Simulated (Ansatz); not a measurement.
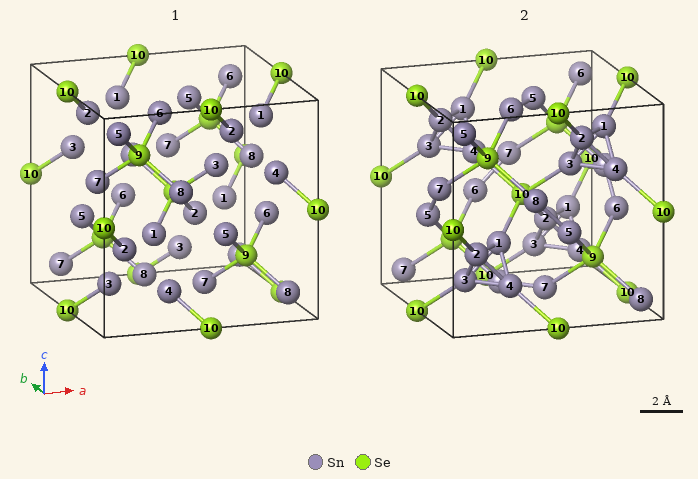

Two geometries of solid Sn₄Se (a generated structure, set up in Fd-3m) (coarse preliminary run), drawn at one scale. One is the start of a relaxation, the other its converged end. A ball-and-stick model of the conventional cell (4 times the calculation's cell), seen slightly off an axis. Lengths and directions refer to the drawn axes.

These are results of Ansatz 0.2.0, DFT PBE, scalar-relativistic, plane waves, PAW, not measurements. Settings: plane-wave cutoff 420 eV; k-point mesh 4 × 4 × 4; occupations gaussian; smearing width 0.1 eV; no spin polarisation; cell and atoms relaxed; force threshold 0.04 eV/Å; at most 70 steps.

### Which of the two is the end point?

Structure 1 is the relaxed one. After 5 accepted moves (6 points after the start) the energy has fallen by 1815 meV per atom. The largest force component goes from 8.5 to 0.017 eV/Å. Pressure: 24.36 GPa at the start and −0.18 GPa at the end. At 1 point the geometry stayed and the basis and grid were re-selected for the new cell (energy shift of 0.2 meV per atom at most each time). The largest moves relative to the cell, 0.46 Å, are those of 8 atoms (Sn1, Sn2, Sn3, Sn4 and others). Sn8 goes along [−1 1 1]. Se stays in place. Cell: a = b = c 10.691 → 10.872 Å (+1.7 %). Volume +5.2 %. Among the contacts that change: Sn1–Sn2 2.416 → 3.215 Å, Sn1–Se10 3.150 → 2.739 Å. Bonds break: Sn1–Sn2 (2.42 → 3.21 Å), Sn1–Sn3 (2.42 → 3.21 Å), Sn1–Sn4 (2.42 → 3.21 Å), Sn2–Sn3 (2.42 → 3.21 Å). The space group stays Fd-3m (No. 227). The run took 81 s on 1 thread of Intel(R) Xeon(R) Platinum 8375C CPU @ 2.90GHz (Ice Lake), on a shared host, peak memory 0.72 GiB.
